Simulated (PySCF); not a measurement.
**C2H3GaS2: electronic excitations and core binding energies**

Aim: predict the electronic excitations and core binding energies of C2H3GaS2 (`C1=C[S][GaH][S]1`).

Computed with PySCF 2.14.0, with density-fitted response routines of our own, on a single molecule in the gas phase. Atoms count from 0, in the outputs and in this text.

## 1. The starting structure

8 atoms, charge 0, multiplicity 1; geometry from: GFN2-xTB.

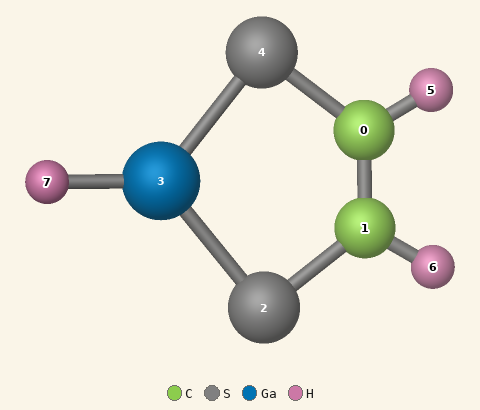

As it starts; carbon green, sulfur grey, gallium blue, hydrogen pink, atoms numbered.

## 2. Excited states and response: CAM-B3LYP/def2-SVPD

Job settings and geometry (Å):

```
{"job": {"kind": "uv", "xc": "CAM-B3LYP", "basis": "def2-SVPD", "nstates": 8, "ntriplets": 3}, "charge": 0, "multiplicity": 1}
C     -1.058313     0.331387     0.493975
C     -0.753976    -0.930796     0.197302
S      0.744602    -1.535598    -0.522594
Ga     1.601607     0.532082    -0.617369
S     -0.052636     1.766537     0.253095
H     -2.013453     0.569751     0.933434
H     -1.461623    -1.720171     0.393906
H      3.002849     0.996220    -1.156313
```

Method: TDDFT CAM-B3LYP/def2-SVPD, vertical, gas phase, core orbitals frozen in the response.

Launch:

```
$ OMP_NUM_THREADS=1 python probes_run.py task.json out
```

This one command runs all jobs of the session in turn.

Standard output:

```text
coarse grid: 37824 points
cycle   1  E = -2798.7941987744  dE =  1.742e-01  |g| = 5.473e-01  |ddm| = 4.494e+00
cycle   2  E = -2798.7919612853  dE =  2.237e-03  |g| = 6.474e-01  |ddm| = 1.523e+00
cycle   3  E = -2798.8512421111  dE = -5.928e-02  |g| = 2.979e-02  |ddm| = 7.754e-01
cycle   4  E = -2798.8515371033  dE = -2.950e-04  |g| = 1.050e-02  |ddm| = 1.026e-01
cycle   5  E = -2798.8515834161  dE = -4.631e-05  |g| = 3.629e-03  |ddm| = 3.986e-02
cycle   6  E = -2798.8515875517  dE = -4.136e-06  |g| = 1.144e-03  |ddm| = 1.246e-02
final grid: 75320 points
cycle   7  E = -2798.8515750763  dE = -1.118e-07  |g| = 1.216e-03  |ddm| = 3.589e-03
cycle   8  E = -2798.8515749216  dE =  1.547e-07  |g| = 1.438e-03  |ddm| = 5.149e-03
cycle   9  E = -2798.8515754942  dE = -5.726e-07  |g| = 6.883e-05  |ddm| = 2.781e-03
cycle  10  E = -2798.8515754962  dE = -1.990e-09  |g| = 2.532e-05  |ddm| = 2.079e-04
cycle  11  E = -2798.8515754967  dE = -4.852e-10  |g| = 5.423e-06  |ddm| = 1.144e-04
converged SCF energy = -2798.8515754967

Static polarisability (au): isotropic 90.321, principal 62.286 102.319 106.358

Singlet excitations
state   eV       nm        f      main configurations
  1   4.4929    276.0   0.05128   H->L 0.97
  2   4.6956    264.0   0.01466   H->L+1 0.93
  3   5.5587    223.0   0.03266   H->L+4 0.61, H-1->L 0.37
  4   5.7349    216.2   0.03420   H->L+2 0.46, H->L+5 0.22, H->L+7 0.12
  5   5.8962    210.3   0.00000   H->L+3 0.79, H-1->L+1 0.13
  6   5.9549    208.2   0.00003   H-2->L 0.72, H-1->L+1 0.14
  7   5.9860    207.1   0.05882   H-1->L 0.48, H->L+4 0.25, H-2->L+1 0.22
  8   6.0451    205.1   0.00000   H-1->L+1 0.50, H-2->L 0.25

Triplet excitations (Tamm-Dancoff, eV): 3.7702 3.9073 4.3778
```

Run time: 22 s. Hardware: 1 thread of Arm Neoverse V1, shared host; peak memory 0.64 GiB.

Frontier orbitals and where they lie:

```csv
orbital,eV,atoms
HOMO−3,-10.45,"Ga3 25 %, H7 22 %, S4 18 %"
HOMO−2,-9.77,"S2 37 %, S4 37 %, Ga3 16 %"
HOMO−1,-9.30,"S2 37 %, S4 37 %, C1 10 %"
HOMO,-7.68,"S2 24 %, S4 24 %, C0 20 %"
LUMO,-0.43,"Ga3 54 %, S4 17 %, S2 17 %"
LUMO+1,0.20,"Ga3 32 %, S4 24 %, S2 24 %"
LUMO+2,0.77,"Ga3 62 %, S4 12 %, S2 12 %"
```

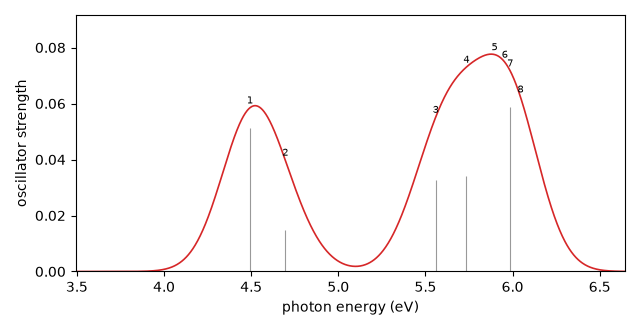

Absorption spectrum from the 8 singlet states computed; above the last one it falls off for lack of states. Lines are broadened to a width of 0.40 eV (Gaussian).

Further results of this job:

```csv
property,computed
dipole moment (D),0.17
polarisability (Å³),13.38
HOMO–LUMO gap (eV),7.25
−ε(HOMO) (eV),7.68
```

## 3. X-ray photoelectron lines: SCAN, X2C

The job, as its differences from that of step 2:

```diff
@@ -1,2 +1,2 @@
-{"job": {"kind": "uv", "xc": "CAM-B3LYP", "basis": "def2-SVPD", "nstates": 8, "ntriplets": 3}, "charge": 0, "multiplicity": 1}
+{"job": {"kind": "xps"}, "charge": 0, "multiplicity": 1}
 C     -1.058313     0.331387     0.493975
```

Level: delta-SCF UKS SCAN, pcX-2 on the ionised atom, pcseg-1 elsewhere, spin-free X2C.

Standard output:

```text
ground state, core basis on atom 0 (C), 137 functions
  cycle   1  E = -2816.05501829  |g| = 3.86e-01
  cycle   2  E = -2815.91270894  |g| = 7.18e-01
  cycle   3  E = -2816.09734780  |g| = 1.03e-01
  cycle   4  E = -2816.10204596  |g| = 2.90e-02
  cycle   5  E = -2816.10227023  |g| = 1.48e-02
  cycle   6  E = -2816.10233656  |g| = 4.74e-03
  cycle   7  E = -2816.10234177  |g| = 2.08e-03
  cycle   8  E = -2816.10234605  |g| = 1.08e-03
  cycle   9  E = -2816.10234662  |g| = 3.19e-04
  E(ground) = -2816.39061899 Eh
hole in C 1s of atom 0
  cycle   1  E = -2804.81232676  |g| = 1.52e+00
  cycle   2  E = -2802.91379218  |g| = 2.38e+00
  cycle   3  E = -2805.15400569  |g| = 6.23e-01
  cycle   4  E = -2805.17543574  |g| = 5.88e-01
  cycle   5  E = -2805.40598537  |g| = 1.17e-01
  cycle   6  E = -2805.41257701  |g| = 3.55e-02
  cycle   7  E = -2805.41340438  |g| = 1.05e-02
  cycle   8  E = -2805.41352188  |g| = 6.07e-03
  cycle   9  E = -2805.41358279  |g| = 4.41e-03
  cycle  10  E = -2805.41361378  |g| = 2.95e-03
  cycle  11  E = -2805.41362416  |g| = 2.04e-03
  cycle  12  E = -2805.41362798  |g| = 8.16e-04
  cycle  13  E = -2805.41362937  |g| = 2.35e-04
  E(ion) = -2805.70289758 Eh   <S^2> = 0.8070   hole on atom = 1.000   binding energy = 290.828 eV
ground state, core basis on atom 2 (S), 148 functions
  cycle   1  E = -2816.24721910  |g| = 4.05e-01
  cycle   2  E = -2816.24640417  |g| = 6.34e-02
  cycle   3  E = -2816.24227398  |g| = 1.31e-01
  cycle   4  E = -2816.24761957  |g| = 1.74e-02
  cycle   5  E = -2816.24766986  |g| = 1.06e-02
  cycle   6  E = -2816.24770218  |g| = 1.07e-03
  cycle   7  E = -2816.24770225  |g| = 3.97e-04
  E(ground) = -2816.52185598 Eh
hole in S 1s of atom 2
  cycle   1  E = -2723.99081364  |g| = 5.08e+00
  cycle   2  E = -2722.25986659  |g| = 2.70e+00
  cycle   3  E = -2712.57118913  |g| = 3.24e+00
  cycle   4  E = -2725.17409338  |g| = 2.95e-01
  cycle   5  E = -2725.08302933  |g| = 4.65e-01
  cycle   6  E = -2725.22428644  |g| = 6.74e-02
  cycle   7  E = -2725.22698454  |g| = 3.39e-02
  cycle   8  E = -2725.22757031  |g| = 1.14e-02
  cycle   9  E = -2725.22764548  |g| = 2.79e-03
  cycle  10  E = -2725.22765076  |g| = 7.51e-04
  cycle  11  E = -2725.22765025  |g| = 2.69e-04
  E(ion) = -2725.49404990 Eh   <S^2> = 0.7515   hole on atom = 1.000   binding energy = 2476.993 eV
hole in S 2p of atom 2
  cycle   1  E = -2809.54609934  |g| = 1.53e+00
  cycle   2  E = -2807.54218218  |g| = 1.97e+00
  cycle   3  E = -2809.00172984  |g| = 1.17e+00
  cycle   4  E = -2809.98558786  |g| = 1.93e-01
  cycle   5  E = -2809.97530593  |g| = 2.42e-01
  cycle   6  E = -2810.00511833  |g| = 4.73e-02
  cycle   7  E = -2810.00612277  |g| = 2.39e-02
  cycle   8  E = -2810.00648200  |g| = 6.54e-03
  cycle   9  E = -2810.00650459  |g| = 2.32e-03
  cycle  10  E = -2810.00650901  |g| = 1.17e-03
  cycle  11  E = -2810.00651158  |g| = 8.12e-04
  cycle  12  E = -2810.00651215  |g| = 3.43e-04
  E(ion) = -2810.28801424 Eh   <S^2> = 0.7551   hole on atom = 1.001   binding energy = 169.631 eV
  2p3/2 = 169.112 eV   2p1/2 = 170.346 eV
```

Run time: 24 s. Hardware: 1 thread of Arm Neoverse V1, shared host; peak memory 0.64 GiB.

Binding energies by hole, beside the orbital energy of the ground state; the difference holds orbital relaxation and, for a density functional, its self-interaction error:

```csv
hole,stands for,environment,ΔSCF (eV; 2p as the shell's mean),−ε (eV),⟨S²⟩
C1s on C0,"C0, C1",alkene CH,290.83,274.9,0.807
S1s on S2,"S2, S4","sulfur bonded to C, Ga, in a 5-membered ring",2476.99,2415.4,0.752
S2p on S2,"S2, S4","sulfur bonded to C, Ga, in a 5-membered ring",169.52,158.5,0.755
```

Each hole run stands for the others of its class of like atoms.

With the spin-orbit splitting: S2 2p3/2 169.11, 2p1/2 170.35 eV. The table gives each 2p level as the mean over the whole 2p shell (two parts 2p3/2, one part 2p1/2), which differs a little from the single hole in the log.

## 4. Summary of results

| quantity | value |
| --- | --- |
| lowest singlet (CAM-B3LYP/def2-SVPD) | 4.49 eV (276 nm), f = 0.051 |
| brightest single state of those computed | state 7, 5.99 eV, f = 0.059 |
| lowest triplet | 3.77 eV |
| C1s binding energies, SCAN/pcX-2 | C0 290.83 eV |
| S1s binding energies, SCAN/pcX-2 | S2 2476.99 eV |
| S2p binding energies, SCAN/pcX-2 | S2 169.52 eV |

**Reading.** The lowest singlet, at 4.49 eV, is HOMO→LUMO 0.97 and is bright; of the 8 states computed, the strongest absorption comes from state 7 at 5.99 eV. The lowest triplet lies 0.72 eV below the lowest singlet (triplets in Tamm-Dancoff, singlets in full TDDFT).
